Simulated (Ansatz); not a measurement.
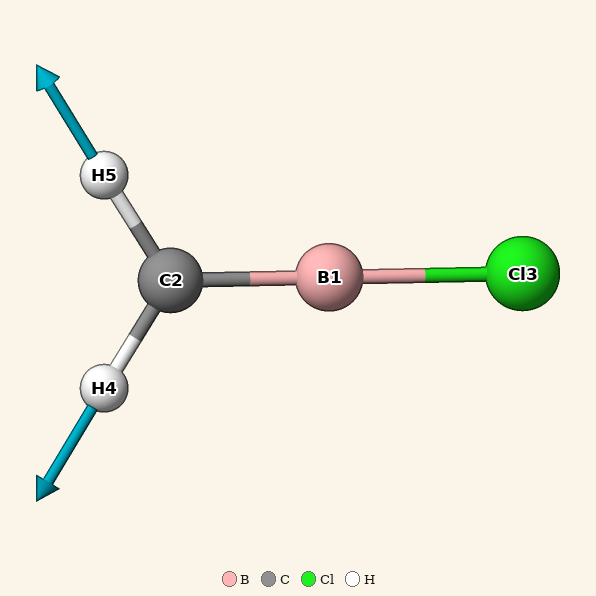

The arrows show one normal mode. Harmonic vibrations computed with RKS PBE0-D4/def2-TZVP (Ansatz 0.2.0) at a stationary point of the same level.

What kind of motion is it?

Answer. Mostly in-phase stretching of 2 C–H bonds.

Estimate its harmonic wavenumber.

Answer. 3169 cm⁻¹; it is mode 8 of 9 counted from the lowest.
